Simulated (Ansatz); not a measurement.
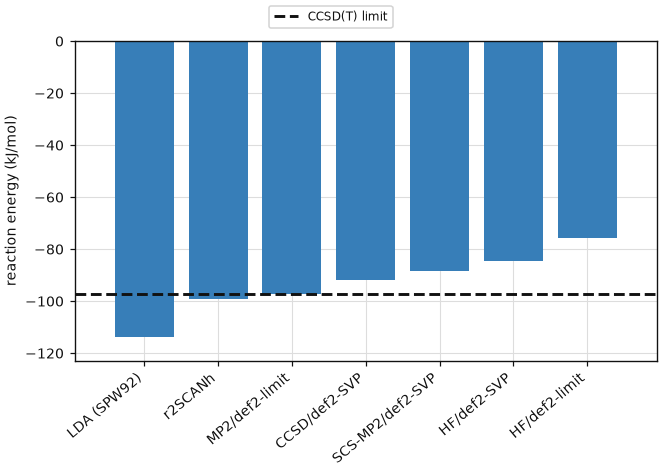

Electronic reaction energy of BPNH₅S (NBPS) + GaH₂F ([F][GaH2]) → GaPH₄S (S[PH][GaH2]) + BNH₃F (NBF) (SMILES in brackets) at several levels (functionals in def2-TZVPP unless a basis is named), isolated molecules at PBE0-D4 triple-zeta geometries, minima by their frequencies, no zero-point or thermal terms, the Ansatz code. The line is frozen-core CCSD(T) at the basis limit (MP2 extrapolated from triple and quadruple zeta, plus CCSD(T) less MP2 in a smaller set). The distance of CCSD/def2-SVP, SCS-MP2/def2-SVP and HF/def2-SVP to the limit includes basis error.

Q: What do zero-point energy and temperature add?

A: Zero-point change 2.9 kJ/mol; at 298.15 K and 1 bar the CCSD(T) limit plus thermal terms gives an enthalpy of reaction of −95.8 and a free energy of −89.2 kJ/mol (harmonic PBE0-D4 modes, ideal gas).

Q: What range do the values span, the line included?

A: From −113.7 kJ/mol (LDA (SPW92)) to −75.6 kJ/mol (HF/def2-limit).

Known limits of this run: no scalar relativity up to krypton; outer-core shells are correlated without core-valence functions, which makes the correlated values less sure; one conformer of each flexible molecule.
